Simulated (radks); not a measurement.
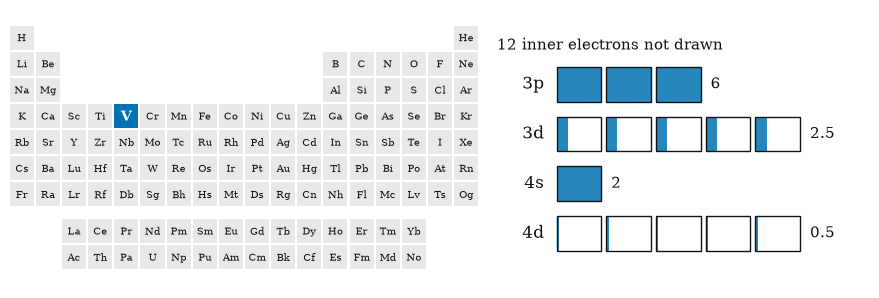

Figure 1. Left, the place of vanadium in the periodic table; right, the outer shells as the input fills them: a box for each of the 2l + 1 orbitals, shaded by the share of the shell that is filled, with the electron count at the right.

**Atomic calculation, with input and output: V**

- system: atomic vanadium (V) in the configuration [Ar] 3d2.5 4s2 4d0.5.
- method: non-relativistic Kohn-Sham, LDA (Slater exchange, Perdew-Wang correlation), spin-unpolarised, spherical densities, point nucleus (the in-house radial solver radks)

### Summary

```
                       quantity                      value
                        outcome                  converged
                   total energy        −941.529981 hartree
                 kinetic energy         940.246262 hartree
        electron–nucleus energy         −2230.0383 hartree
                 Hartree energy         390.942330 hartree
    exchange–correlation energy         −42.680272 hartree
radius at density 0.001 e/bohr³                  4.55 bohr
                 SCF iterations                         15
                       hardware  1 CPU thread, shared host
```

### The input
```
Z 23
configuration [Ar] 3d2.5 4s2 4d0.5
relativity non-relativistic
functional lda,pw
spin unpolarised
nucleus point
```

Energies in input and log are in hartree, lengths in bohr.

### Output
```
1s      1   2.0000        -195.41693391
2s      1   2.0000         -22.02088228
2p      1   6.0000         -18.63948950
3s      1   2.0000          -2.71495329
3p      1   6.0000          -1.79505909
3d      1   2.5000          -0.37175962
4s      1   2.0000          -0.26805630
4d      1   0.5000          -0.01631900
Etot -941.5299812224689
Ekin 940.2462617475492
Encl -2230.0383010824216
Eh 390.9423304860467
Exc -42.68027237364317
err 3.3716460513028872e-09
it 15
```

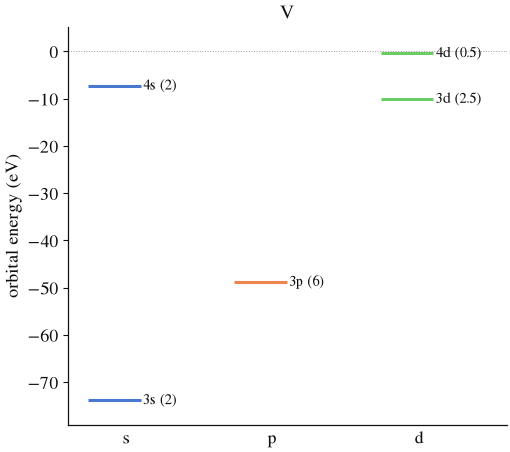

Figure 2. The outer levels are drawn (occupations in brackets). The highest occupied level is 4d at −0.444 eV. From the top down the occupied levels run 4d (−0.444 eV), 4s (−7.29 eV), 3d (−10.1 eV), 3p (−48.8 eV), 3s (−73.9 eV). The open 3d shell lies under a filled one.

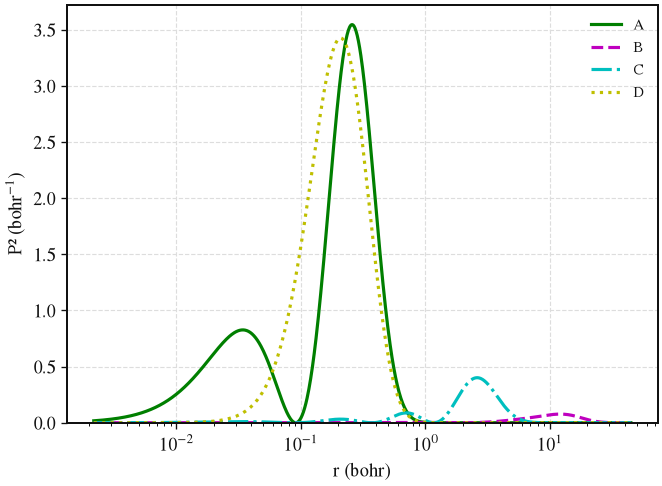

Figure 3. The radial probability densities P² of 4s, 2s, 4d and 2p. A is 2s; B is 4d; C is 4s; D is 2p. 2p: outer maximum at 0.209 bohr, ⟨r⟩ = 0.276 bohr, 0 nodes, eigenvalue −507.2 eV; 2s: outer maximum at 0.259 bohr, ⟨r⟩ = 0.312 bohr, 1 node, eigenvalue −599.2 eV; 4s: outer maximum at 2.61 bohr, ⟨r⟩ = 3.09 bohr, 3 nodes, eigenvalue −7.29 eV; 4d: outer maximum at 12.1 bohr, ⟨r⟩ = 13.4 bohr, 1 node, eigenvalue −0.444 eV.
